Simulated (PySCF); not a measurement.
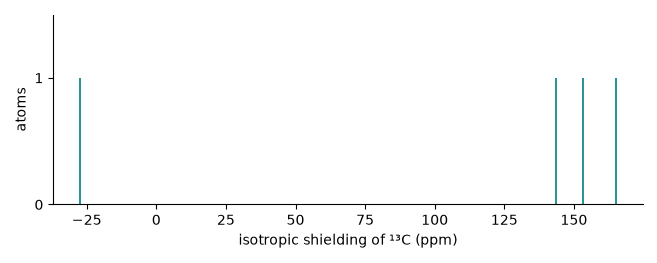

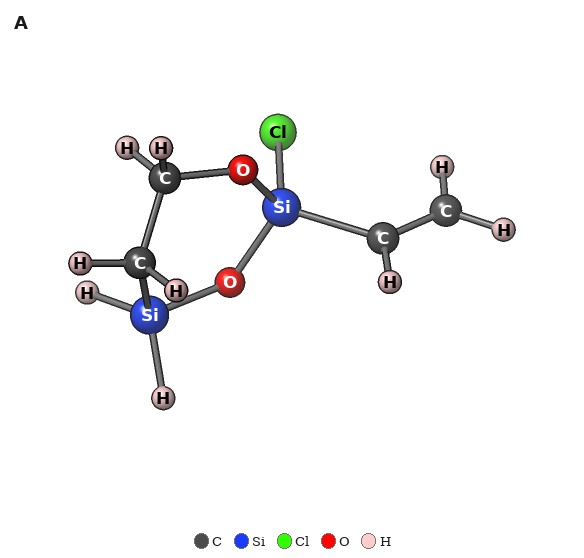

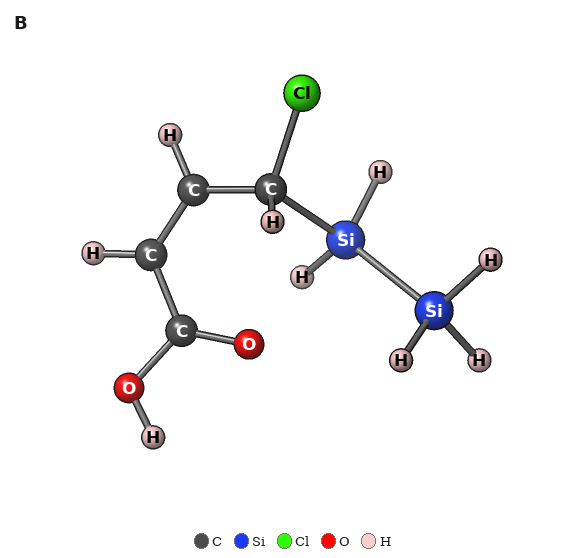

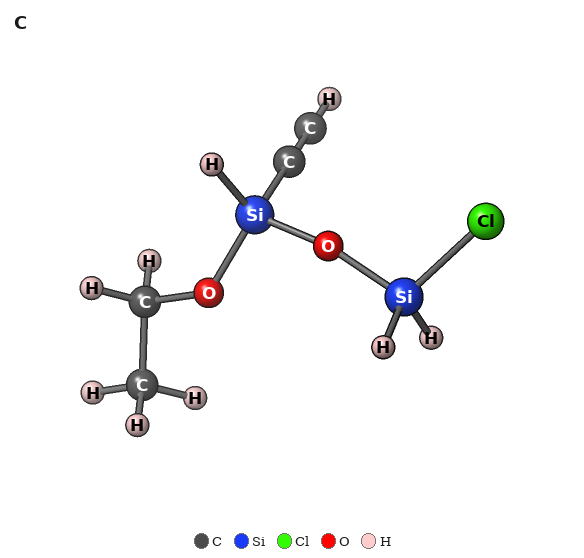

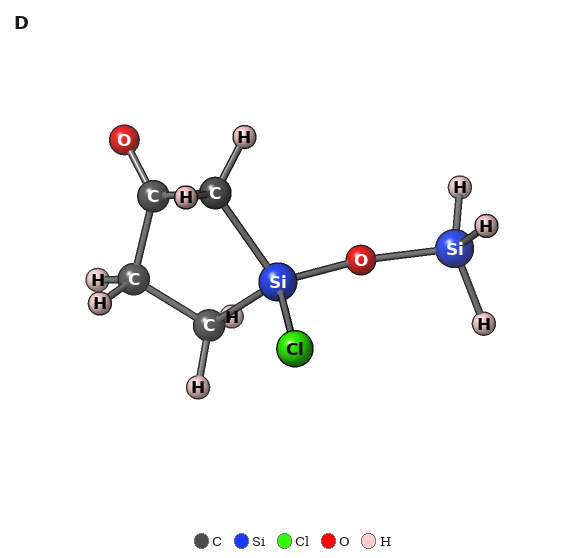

The sticks are computed shieldings of one of the molecules, for one fixed geometry (GFN2-xTB) without averaging over rotations. Low shielding means a high chemical shift. Method: GIAO PBE0/pcSseg-1 NMR shielding, non-relativistic, gas phase (PySCF 2.14.0).

**Match the spectrum to a structure.**

D, `O=C1CC[Si@@](Cl)(O[SiH3])C1`. Its 4 C atoms give lines at −27.4, 143.7, 153.2, 165.0 ppm.

The geometry is semi-empirical. Around Si such bond lengths and angles can be off by a tenth of an ångström or more and by several degrees, and values that hang on the shape move with them.
